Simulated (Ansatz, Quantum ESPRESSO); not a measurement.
# Tuning the work function of Mo(100), part 3 of 7

Which overlayers raise and which lower the work function of Mo(100), and does electronegativity predict it?

Quantum ESPRESSO 7.5; plane-wave DFT, PBE, GBRV ultrasoft pseudopotentials; geometry by Ansatz 0.2.0 with PAW datasets.

So far. Step 3 (Ground state, clean face): The run needed 32 iterations to bring the estimated error under 1e-07 Ry; the largest force on any atom, held or free, is 1.16 eV/Å. Step 3 (Ground state, clean face): Inside the slab this potential holds the local part of the pseudopotentials, which can be repulsive at the nuclei; only its value in the vacuum has a meaning of its own.

## 4. Projections on atomic orbitals, clean face

projwfc.x splits the states by atom and orbital; the spilling says how much the atomic basis misses.

clean.pdos.in

```
&projwfc
  prefix = 'clean.esm'
  outdir = './out'
  filpdos = 'clean.pdos'
  Emin = -11.944
  Emax = 0.056
  DeltaE = 0.1
  ngauss = 0
  degauss = 0.01
/
```

On the command line:

```
$ OMP_NUM_THREADS=1 mpirun -n 4 projwfc.x -in clean.pdos.in > clean.pdos.out
```

Numbers of over 12 decimals in the logs are rounded to 6 here.

Output:

```text
[banner, memory and clock lines left out]
Program PROJWFC v.7.5 starts

          URL

     ./out/clean.esm.save/

     IMPORTANT: XC functional enforced from input :
     Exchange-correlation= PBE
                           (   1   4   3   4   0   0   0)
     Any further DFT definition will be discarded
     Please, verify this is what you really want

     negative rho (up, down):  4.491E-03 0.000E+00

     Gaussian broadening (read from input): ngauss,degauss=   0    0.010000

     Calling projwave ....
     one sub-group per band group will be used

     linear algebra parallelized on   4 procs

  Problem Sizes
  natomwfc =           65
  nx       =           33
  nbnd     =           42
  nkstot   =           15
  npwx     =         1677
  nkb      =           90

     Atomic states used for projection
     (read from pseudopotential files):

     state #   1: atom   1 (Mo ), wfc  1 (l=0 m= 1)
     state #   2: atom   1 (Mo ), wfc  2 (l=1 m= 1)
     state #   3: atom   1 (Mo ), wfc  2 (l=1 m= 2)
     state #   4: atom   1 (Mo ), wfc  2 (l=1 m= 3)
     state #   5: atom   1 (Mo ), wfc  3 (l=2 m= 1)
     state #   6: atom   1 (Mo ), wfc  3 (l=2 m= 2)
     state #   7: atom   1 (Mo ), wfc  3 (l=2 m= 3)
     state #   8: atom   1 (Mo ), wfc  3 (l=2 m= 4)
     state #   9: atom   1 (Mo ), wfc  3 (l=2 m= 5)
     state #  10: atom   1 (Mo ), wfc  4 (l=0 m= 1)
     state #  11: atom   1 (Mo ), wfc  5 (l=1 m= 1)
     state #  12: atom   1 (Mo ), wfc  5 (l=1 m= 2)
     state #  13: atom   1 (Mo ), wfc  5 (l=1 m= 3)
     state #  14: atom   2 (Mo ), wfc  1 (l=0 m= 1)
     state #  15: atom   2 (Mo ), wfc  2 (l=1 m= 1)
     state #  16: atom   2 (Mo ), wfc  2 (l=1 m= 2)
     state #  17: atom   2 (Mo ), wfc  2 (l=1 m= 3)
     state #  18: atom   2 (Mo ), wfc  3 (l=2 m= 1)
     state #  19: atom   2 (Mo ), wfc  3 (l=2 m= 2)
     state #  20: atom   2 (Mo ), wfc  3 (l=2 m= 3)
     state #  21: atom   2 (Mo ), wfc  3 (l=2 m= 4)
     state #  22: atom   2 (Mo ), wfc  3 (l=2 m= 5)
     state #  23: atom   2 (Mo ), wfc  4 (l=0 m= 1)
     state #  24: atom   2 (Mo ), wfc  5 (l=1 m= 1)
     state #  25: atom   2 (Mo ), wfc  5 (l=1 m= 2)
     state #  26: atom   2 (Mo ), wfc  5 (l=1 m= 3)
     state #  27: atom   3 (Mo ), wfc  1 (l=0 m= 1)
     state #  28: atom   3 (Mo ), wfc  2 (l=1 m= 1)
     state #  29: atom   3 (Mo ), wfc  2 (l=1 m= 2)
     state #  30: atom   3 (Mo ), wfc  2 (l=1 m= 3)
     state #  31: atom   3 (Mo ), wfc  3 (l=2 m= 1)
     state #  32: atom   3 (Mo ), wfc  3 (l=2 m= 2)
     state #  33: atom   3 (Mo ), wfc  3 (l=2 m= 3)
     state #  34: atom   3 (Mo ), wfc  3 (l=2 m= 4)
     state #  35: atom   3 (Mo ), wfc  3 (l=2 m= 5)
     state #  36: atom   3 (Mo ), wfc  4 (l=0 m= 1)
     state #  37: atom   3 (Mo ), wfc  5 (l=1 m= 1)
     state #  38: atom   3 (Mo ), wfc  5 (l=1 m= 2)
     state #  39: atom   3 (Mo ), wfc  5 (l=1 m= 3)
     state #  40: atom   4 (Mo ), wfc  1 (l=0 m= 1)
     state #  41: atom   4 (Mo ), wfc  2 (l=1 m= 1)
     state #  42: atom   4 (Mo ), wfc  2 (l=1 m= 2)
     state #  43: atom   4 (Mo ), wfc  2 (l=1 m= 3)
     state #  44: atom   4 (Mo ), wfc  3 (l=2 m= 1)
     state #  45: atom   4 (Mo ), wfc  3 (l=2 m= 2)
     state #  46: atom   4 (Mo ), wfc  3 (l=2 m= 3)
     state #  47: atom   4 (Mo ), wfc  3 (l=2 m= 4)
     state #  48: atom   4 (Mo ), wfc  3 (l=2 m= 5)
     state #  49: atom   4 (Mo ), wfc  4 (l=0 m= 1)
     state #  50: atom   4 (Mo ), wfc  5 (l=1 m= 1)
     state #  51: atom   4 (Mo ), wfc  5 (l=1 m= 2)
     state #  52: atom   4 (Mo ), wfc  5 (l=1 m= 3)
     state #  53: atom   5 (Mo ), wfc  1 (l=0 m= 1)
     state #  54: atom   5 (Mo ), wfc  2 (l=1 m= 1)
     state #  55: atom   5 (Mo ), wfc  2 (l=1 m= 2)
     state #  56: atom   5 (Mo ), wfc  2 (l=1 m= 3)
     state #  57: atom   5 (Mo ), wfc  3 (l=2 m= 1)
     state #  58: atom   5 (Mo ), wfc  3 (l=2 m= 2)
     state #  59: atom   5 (Mo ), wfc  3 (l=2 m= 3)
     state #  60: atom   5 (Mo ), wfc  3 (l=2 m= 4)
     state #  61: atom   5 (Mo ), wfc  3 (l=2 m= 5)
     state #  62: atom   5 (Mo ), wfc  4 (l=0 m= 1)
     state #  63: atom   5 (Mo ), wfc  5 (l=1 m= 1)
     state #  64: atom   5 (Mo ), wfc  5 (l=1 m= 2)
     state #  65: atom   5 (Mo ), wfc  5 (l=1 m= 3)

[... projections of each state ...]
Lowdin Charges:

     Atom #   1: total charge =  13.9182, s =  2.3146,
     Atom #   1: total charge =  13.9182, p =  6.6976, pz=  2.1645, px=  2.2665, py=  2.2665,
     Atom #   1: total charge =  13.9182, d =  4.9061, dz2=  0.8283, dxz=  1.0608, dyz=  1.0608, dx2-y2=  0.9481, dxy=  1.0080,
     Atom #   2: total charge =  14.0571, s =  2.2519,
     Atom #   2: total charge =  14.0571, p =  6.9683, pz=  2.3351, px=  2.3166, py=  2.3166,
     Atom #   2: total charge =  14.0571, d =  4.8368, dz2=  0.7956, dxz=  1.1066, dyz=  1.1066, dx2-y2=  0.7533, dxy=  1.0747,
     Atom #   3: total charge =  13.9662, s =  2.2309,
     Atom #   3: total charge =  13.9662, p =  6.9144, pz=  2.3103, px=  2.3021, py=  2.3021,
     Atom #   3: total charge =  13.9662, d =  4.8210, dz2=  0.8214, dxz=  1.0451, dyz=  1.0451, dx2-y2=  0.8513, dxy=  1.0580,
     Atom #   4: total charge =  14.0613, s =  2.2479,
     Atom #   4: total charge =  14.0613, p =  6.9522, pz=  2.3324, px=  2.3099, py=  2.3099,
     Atom #   4: total charge =  14.0613, d =  4.8612, dz2=  0.7862, dxz=  1.1151, dyz=  1.1151, dx2-y2=  0.7647, dxy=  1.0801,
     Atom #   5: total charge =  13.9242, s =  2.2983,
     Atom #   5: total charge =  13.9242, p =  6.6846, pz=  2.1520, px=  2.2663, py=  2.2663,
     Atom #   5: total charge =  13.9242, d =  4.9413, dz2=  0.8548, dxz=  1.0531, dyz=  1.0531, dx2-y2=  0.8876, dxy=  1.0928,
     Spilling Parameter:   0.0010

Note: The following floating-point exceptions are signalling: IEEE_DIVIDE_BY_ZERO IEEE_UNDERFLOW_FLAG
Note: The following floating-point exceptions are signalling: IEEE_DIVIDE_BY_ZERO IEEE_UNDERFLOW_FLAG
Note: The following floating-point exceptions are signalling: IEEE_DIVIDE_BY_ZERO IEEE_UNDERFLOW_FLAG
Note: The following floating-point exceptions are signalling: IEEE_DIVIDE_BY_ZERO IEEE_UNDERFLOW_FLAG
```

Elapsed: 1.1 s, on 4 MPI ranks of Arm Neoverse V2, shared host; peak memory 0.09 GiB.

Numbers from this step:

```
spilling of the projection : 0.001
```

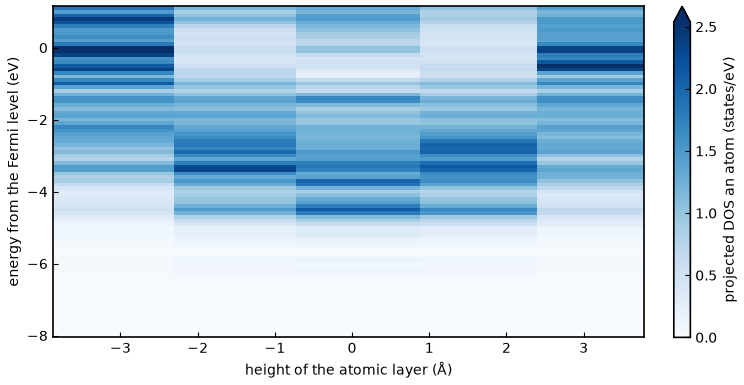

Projected DOS an atom over height of the atomic layer and energy from the Fermi level. Columns are the atomic layers from the bottom up.

The atomic orbitals miss 0.1 % of the occupied states; for empty states the projections can miss much more.

## 5. Geometry from Ansatz, Cu overlayer

Level of this step: plane-wave DFT, PBE, Ansatz PAW (Ansatz 0.2.0).

System of this step: Mo(100), 5 layers, one monolayer of Cu on hollow sites. The cell holds 6 atoms: 5 Mo and 1 Cu. Its edges and angles: a = 3.150 Å, b = 3.150 Å, c = 25.300 Å, α = 90.0°, β = 90.0°, γ = 90.0°. It derives from Mo. Vacuum lies along c.

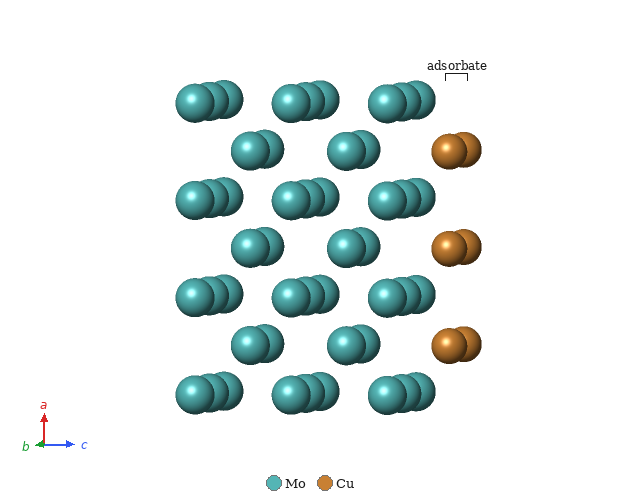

The cell of this step (molybdenum teal, copper orange). 3×2×1 cells are drawn. Some periodic images of atoms are drawn too.

input.yaml

```yaml
crystal:
  lattice:
    - [3.15, 0.0, 0.0]
    - [0.0, 3.15, 0.0]
    - [0.0, 0.0, 25.3]
  atoms:
    - { symbol: Mo, position: [0.0, 0.0, 0.3280632411] }
    - { symbol: Mo, position: [0.5, 0.5, 0.3903162055] }
    - { symbol: Mo, position: [0.0, 0.0, 0.45256917] }
    - { symbol: Mo, position: [0.5, 0.5, 0.5148221344] }
    - { symbol: Mo, position: [0.0, 0.0, 0.5770750988] }
    - { symbol: Cu, position: [0.5, 0.5, 0.6479832423] }
kpoints:
  mp_grid: { grid: [8, 8, 1] }
hamiltonian:
  xc: pbe
scf:
  occupations: { method: fermi_dirac, width: 0.1 }
  convergence: { dr2_threshold: 1.0e-08 }
efield:
  axis: 3
  dipole_correction: true
  ramp_position: 0.97
  ramp_width: 0.04
relax:
  f_tol: 0.01
  constraints: [{ sites: [0, 1, 2] }]
output:
  write_potential: true
  write_density: true
  volumetric_format: npy
```

On the command line:

```
$ ansatz run input.yaml --threads 4 --pin off --max-ram 8192MiB --backend cpu --events-out ev --progress --plain --runs-dir out
```

Output:

```text
[...]
Crystal: 6 atoms, lattice volume = 251.039 Å³
Basis set: ecut = 420 eV, 4957 PW (Γ), exchange–correlation on 48×48×360 points (8 copies of the dense FFT grid, shifted against one another)
Bands: 54, of which v1, the nominal top of the filled ones, is band 45 counted from 1 (44 counted from 0)
Symmetry: 8 space group operations
[...]
atoms:
    - { symbol: Mo, position: [0.0, 0.0, 0.3280632411] }
    - { symbol: Mo, position: [0.500000, 0.500000, 0.3903162055] }
    - { symbol: Mo, position: [0.0, 0.0, 0.452569] }
    - { symbol: Mo, position: [0.500000, 0.500000, 0.515161] }
    - { symbol: Mo, position: [-4.1108968104226345e-18, 0, 0.574441] }
    - { symbol: Cu, position: [0.500000, 0.500000, 0.631098] }
[key lines of the parts left out:]
SCF converged after 7 iterations
Free energy (F): -31401.556856 eV
Fermi energy:    4.624155 eV
Dipole field:    D = -0.027353 V/Å  (p = -0.037948 e·Å, saw-weighted, corrected)
Work function:   Φ+ = 4.6628 eV   Φ− = 3.9707 eV
```

The job ended after 20 s (4 threads; peak memory 0.69 GiB; 80 s of CPU time).

Step by step:

| step | energy less that of the first step (eV) | largest force component (eV/Å) |
| --- | --- | --- |
| 1 | 0.0000 | 1.0438 |
| 2 | -0.1712 | 0.5753 |
| 3 | -0.2374 | 0.1175 |
| 4 | -0.2393 | 0.0118 |
| 5 | -0.2393 | 0.0019 |

Forces are held to the 8 operations that the run works with; a distortion that breaks them can't arise in this run.

The atoms that moved most (Å):

| atom | dx | dy | dz | length |
| --- | --- | --- | --- | --- |
| Cu6 | 0.000 | 0.000 | -0.427 | 0.427 |
| Mo5 | 0.000 | 0.000 | -0.067 | 0.067 |
| Mo4 | 0.000 | 0.000 | 0.009 | 0.009 |

Final coordinates:

```xyz
6
Lattice="3.1500 0.0000 0.0000 0.0000 3.1500 0.0000 0.0000 0.0000 25.3000" Properties=species:S:1:pos:R:3
Mo    0.0000    0.0000    8.3000
Mo    1.5750    1.5750    9.8750
Mo    0.0000    0.0000   11.4500
Mo    1.5750    1.5750   13.0336
Mo    0.0000    0.0000   14.5334
Cu    1.5750    1.5750   15.9668
```

The relaxation lowers the energy by 40 meV an atom. Held were the atoms numbered 1, 2 and 3; the forces quoted are those on the free ones.

This step gave:

| Quantity | Value |
| --- | --- |
| free energy | -31401.5569 eV |
| energy at zero smearing | -31401.4551 eV |
| smearing term TS | 0.2034 eV |
| Fermi energy | 4.624 eV |
| work function of the upper face | 4.663 eV |
| work function of the lower face | 3.971 eV |
| dipole along the normal | -0.03795 e·Å |

## 6. Self-consistent run, Cu overlayer

Level of this step: plane-wave DFT, PBE, GBRV ultrasoft pseudopotentials (Quantum ESPRESSO 7.5).

Cu.esm.in

```
&control
  prefix = 'Cu.esm'
  outdir = './out'
  pseudo_dir = './pseudo'
  calculation = 'scf'
  tprnfor = .true.
/
&system
  ibrav = 0
  nat = 6
  ntyp = 2
  ecutwfc = 40
  ecutrho = 200
  occupations = 'smearing'
  smearing = 'mv'
  degauss = 0.02
  assume_isolated = 'esm'
  esm_bc = 'bc1'
/
&electrons
  conv_thr = 1e-07
  mixing_beta = 0.4
  electron_maxstep = 120
  mixing_mode = 'local-TF'
/
ATOMIC_SPECIES
  Mo  95.9500  mo_pbe_v1.uspp.F.UPF
  Cu  63.5460  cu_pbe_v1.2.uspp.F.UPF
CELL_PARAMETERS angstrom
  3.15000000000000 0.00000000000000 0.00000000000000
  0.00000000000000 3.15000000000000 0.00000000000000
  0.00000000000000 0.00000000000000 25.30000000000000
ATOMIC_POSITIONS crystal
  Mo  0.000000000000 0.000000000000 -0.151517587008
  Mo  0.500000000000 0.500000000000 -0.089264622608
  Mo  0.000000000000 0.000000000000 -0.027011658108
  Mo  0.500000000000 0.500000000000 0.035579863209
  Mo  -0.000000000000 0.000000000000 0.094859891244
  Cu  0.500000000000 0.500000000000 0.151517587008
K_POINTS automatic
  8 8 1 0 0 0
```

On the command line:

```
$ OMP_NUM_THREADS=1 mpirun -n 4 pw.x -nk 4 -in Cu.esm.in > Cu.esm.out
```

Output:

```text
[banner, memory and clock lines left out]
Program PWSCF v.7.5 starts

          URL

     Message from routine setup:
     using ibrav=0 with symmetry is DISCOURAGED, use correct ibrav instead

     G-vector sticks info

     bravais-lattice index     =            0
     lattice parameter (alat)  =       5.9526  a.u.
     unit-cell volume          =    1694.0968 (a.u.)^3
     number of atoms/cell      =            6
     number of atomic types    =            2
     number of electrons       =        89.00
     number of Kohn-Sham states=           54
     kinetic-energy cutoff     =      40.0000  Ry
     charge density cutoff     =     200.0000  Ry
     scf convergence threshold =      1.0E-07
     mixing beta               =       0.4000
     number of iterations used =            8  local-TF  mixing
     Exchange-correlation= SLA  PW   PBE  PBE
                           (   1   4   3   4   0   0   0)

     Effective Screening Medium Method
     Boundary Conditions: Vacuum-Slab-Vacuum
     total charge in unit cell        =   0.0000
     grid points for fit at edges     =        4

     celldm(1)=   5.952637  celldm(2)=   0.000000  celldm(3)=   0.000000
     celldm(4)=   0.000000  celldm(5)=   0.000000  celldm(6)=   0.000000

     crystal axes: (cart. coord. in units of alat)
               a(1) = (   1.000000   0.000000   0.000000 )
               a(2) = (   0.000000   1.000000   0.000000 )
               a(3) = (   0.000000   0.000000   8.031746 )

     reciprocal axes: (cart. coord. in units 2 pi/alat)
               b(1) = (  1.000000  0.000000  0.000000 )
               b(2) = (  0.000000  1.000000  0.000000 )
               b(3) = (  0.000000  0.000000  0.124506 )

     PseudoPot. # 1 for Mo read from file:
     ./pseudo/mo_pbe_v1.uspp.F.UPF
     Pseudo is Ultrasoft + core correction, Zval = 14.0
     Generated by new atomic code, or converted to UPF format
     Using radial grid of  889 points,  6 beta functions with:
                l(1) =   0
                l(2) =   0
                l(3) =   1
                l(4) =   1
                l(5) =   2
                l(6) =   2
     Q(r) pseudized with  6 coefficients,  rinner =    1.000   1.000   1.000
                                                       1.000   1.000

     PseudoPot. # 2 for Cu read from file:
     ./pseudo/cu_pbe_v1.2.uspp.F.UPF
     Pseudo is Ultrasoft + core correction, Zval = 19.0
     Generated by new atomic code, or converted to UPF format
     Using radial grid of  867 points,  6 beta functions with:
                l(1) =   0
                l(2) =   0
                l(3) =   1
                l(4) =   1
                l(5) =   2
                l(6) =   2
     Q(r) pseudized with  8 coefficients,  rinner =    1.150   1.150   1.150
                                                       1.150   1.150

[...]
estimated scf accuracy    <       0.39576075 Ry

     iteration #112     ecut=    40.00 Ry     beta= 0.40
     Davidson diagonalization with overlap
     ethr =  3.22E-04,  avg # of iterations =  2.7

     negative rho (up, down):  1.259E-02 0.000E+00

     total energy              =   -1100.20157405 Ry
     estimated scf accuracy    <       0.06904073 Ry

     iteration #113     ecut=    40.00 Ry     beta= 0.40
     Davidson diagonalization with overlap
     ethr =  7.76E-05,  avg # of iterations = 11.0

     negative rho (up, down):  5.962E-03 0.000E+00

     total energy              =   -1100.22356318 Ry
     estimated scf accuracy    <       0.04223605 Ry

     iteration #114     ecut=    40.00 Ry     beta= 0.40
     Davidson diagonalization with overlap
     ethr =  4.75E-05,  avg # of iterations =  1.8

     negative rho (up, down):  5.591E-03 0.000E+00

     total energy              =   -1100.22600645 Ry
     estimated scf accuracy    <       0.23834805 Ry

     iteration #115     ecut=    40.00 Ry     beta= 0.40
     Davidson diagonalization with overlap
     ethr =  4.75E-05,  avg # of iterations =  1.1

     negative rho (up, down):  4.894E-03 0.000E+00

     total energy              =   -1100.22370069 Ry
     estimated scf accuracy    <       0.22663642 Ry

     iteration #116     ecut=    40.00 Ry     beta= 0.40
     Davidson diagonalization with overlap
     ethr =  4.75E-05,  avg # of iterations =  1.0

     negative rho (up, down):  3.400E-03 0.000E+00

     total energy              =   -1100.22216683 Ry
     estimated scf accuracy    <       0.10588499 Ry

     iteration #117     ecut=    40.00 Ry     beta= 0.40
     Davidson diagonalization with overlap
     ethr =  4.75E-05,  avg # of iterations =  1.0

     negative rho (up, down):  7.985E-04 0.000E+00

     total energy              =   -1100.21683353 Ry
     estimated scf accuracy    <       0.01120322 Ry

     iteration #118     ecut=    40.00 Ry     beta= 0.40
     Davidson diagonalization with overlap
     c_bands:  2 eigenvalues not converged
     ethr =  1.26E-05,  avg # of iterations = 15.4

     negative rho (up, down):  2.442E-04 0.000E+00

     total energy              =   -1100.21127174 Ry
     estimated scf accuracy    <       0.02292257 Ry

     iteration #119     ecut=    40.00 Ry     beta= 0.40
     Davidson diagonalization with overlap
     ethr =  1.26E-05,  avg # of iterations =  4.1

     negative rho (up, down):  2.972E-04 0.000E+00

     total energy              =   -1100.20693271 Ry
     estimated scf accuracy    <       0.01445910 Ry

     iteration #120     ecut=    40.00 Ry     beta= 0.40
     Davidson diagonalization with overlap
     ethr =  1.26E-05,  avg # of iterations =  1.1

     negative rho (up, down):  1.650E-03 0.000E+00

     total energy              =   -1100.19895304 Ry
     estimated scf accuracy    <       0.01858318 Ry

     End of self-consistent calculation

     convergence NOT achieved after 120 iterations: stopping

     XML data file, charge density

                                        0.00s GPU  (    4616 calls)

Note: The following floating-point exceptions are signalling: IEEE_DIVIDE_BY_ZERO IEEE_UNDERFLOW_FLAG
Note: The following floating-point exceptions are signalling: IEEE_DIVIDE_BY_ZERO IEEE_UNDERFLOW_FLAG
Note: The following floating-point exceptions are signalling: IEEE_DIVIDE_BY_ZERO IEEE_UNDERFLOW_FLAG
Note: The following floating-point exceptions are signalling: IEEE_DIVIDE_BY_ZERO IEEE_UNDERFLOW_FLAG
```

Elapsed: 7.9 min, on 4 MPI ranks; peak memory 0.74 GiB.

The run ended without convergence. The estimated SCF accuracy went from 2.41e+03 Ry in the first cycle kept to 0.0112 Ry at best and 0.0186 Ry in the last.

More iterations help only where the error still falls; otherwise the mixing, the start or the set-up has to change.

## 7. Geometry from Ansatz, Au overlayer

Level of this step: plane-wave DFT, PBE, Ansatz PAW (Ansatz 0.2.0).

System of this step: Mo(100), 5 layers, one monolayer of Au on hollow sites. The cell holds 6 atoms: 5 Mo and 1 Au. Its edges and angles: a = 3.150 Å, b = 3.150 Å, c = 25.300 Å, α = 90.0°, β = 90.0°, γ = 90.0°. It derives from Mo. Vacuum lies along c.

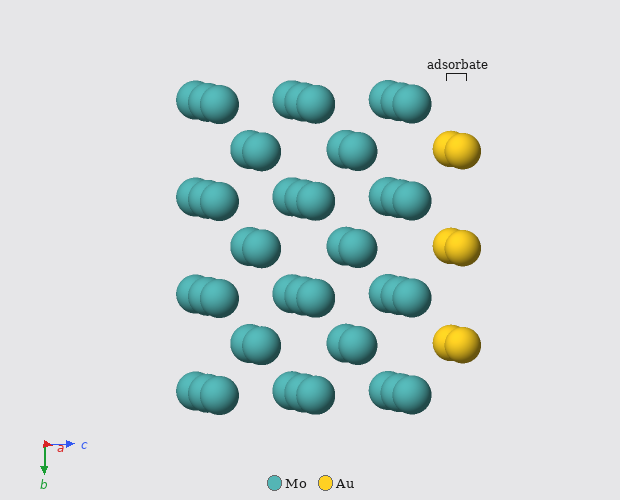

The cell of this step (molybdenum teal, gold yellow). 2×3×1 cells are drawn. Some periodic images of atoms are drawn too.

input.yaml is the input of step 5 with these lines changed:

```diff
@@ -11,3 +11,3 @@
     - { symbol: Mo, position: [0.0, 0.0, 0.5770750988] }
-    - { symbol: Cu, position: [0.5, 0.5, 0.6479832423] }
+    - { symbol: Au, position: [0.5, 0.5, 0.6504775116] }
 kpoints:
```

On the command line:

```
$ ansatz run input.yaml --threads 4 --pin off --max-ram 8192MiB --backend cpu --events-out ev --progress --plain --runs-dir out
```

Output:

```text
[...]
Crystal: 6 atoms, lattice volume = 251.039 Å³
Basis set: ecut = 420 eV, 4957 PW (Γ), exchange–correlation on 48×48×360 points (8 copies of the dense FFT grid, shifted against one another)
Bands: 54, of which v1, the nominal top of the filled ones, is band 45 counted from 1 (44 counted from 0)
Symmetry: 8 space group operations
[...]
atoms:
    - { symbol: Mo, position: [0.0, 0.0, 0.3280632411] }
    - { symbol: Mo, position: [0.500000, 0.500000, 0.3903162055] }
    - { symbol: Mo, position: [0.0, 0.0, 0.452569] }
    - { symbol: Mo, position: [0.500000, 0.500000, 0.514520] }
    - { symbol: Mo, position: [-3.951140266093568e-18, 0, 0.574543] }
    - { symbol: Au, position: [0.500000, 0.500000, 0.645739] }
[key lines of the parts left out:]
SCF converged after 7 iterations
Free energy (F): -37926.206235 eV
Fermi energy:    5.262272 eV
Dipole field:    D = -0.035533 V/Å  (p = -0.049296 e·Å, saw-weighted, corrected)
Work function:   Φ+ = 4.8885 eV   Φ− = 3.9895 eV
```

Wall time 16 s (4 threads); peak memory 0.68 GiB; 61 s of CPU time.

Step by step:

| step | energy less that of the first step (eV) | largest force component (eV/Å) |
| --- | --- | --- |
| 1 | 0.0000 | 0.2800 |
| 2 | -0.0090 | 0.3486 |
| 3 | -0.0228 | 0.0113 |
| 4 | -0.0228 | 0.0008 |

The atoms that moved most (Å):

| atom | dx | dy | dz | length |
| --- | --- | --- | --- | --- |
| Au6 | 0.000 | 0.000 | -0.120 | 0.120 |
| Mo5 | 0.000 | 0.000 | -0.064 | 0.064 |
| Mo4 | 0.000 | 0.000 | -0.008 | 0.008 |

Final coordinates:

```xyz
6
Lattice="3.1500 0.0000 0.0000 0.0000 3.1500 0.0000 0.0000 0.0000 25.3000" Properties=species:S:1:pos:R:3
Mo    0.0000    0.0000    8.3000
Mo    1.5750    1.5750    9.8750
Mo    0.0000    0.0000   11.4500
Mo    1.5750    1.5750   13.0174
Mo    0.0000    0.0000   14.5359
Au    1.5750    1.5750   16.3372
```

The relaxation lowers the energy by 4 meV an atom. Held were the atoms numbered 1, 2 and 3; the forces quoted are those on the free ones.

Numbers from this step:

- free energy: -37926.2062 eV
- energy at zero smearing: -37926.1081 eV
- smearing term TS: 0.1962 eV
- Fermi energy: 5.262 eV
- work function of the upper face: 4.888 eV
- work function of the lower face: 3.990 eV
- dipole along the normal: -0.04930 e·Å

(Continued in part 4 of 7.)

[Logs are printed without paths, hosts, clocks, repeated set-up lines and the standing remarks that a program may print on its own settings, such as how far it seeks lower states.]

[Hosts, paths, dates, database ids (printed as entryN), source tags and the programs' standing remarks are cut or masked in the printed files.]

[Maps of the electrostatic potential energy from Ansatz leave out the sawtooth potential of an applied field or a dipole correction, so their vacuum need not be flat; planar profiles and work functions include it.]
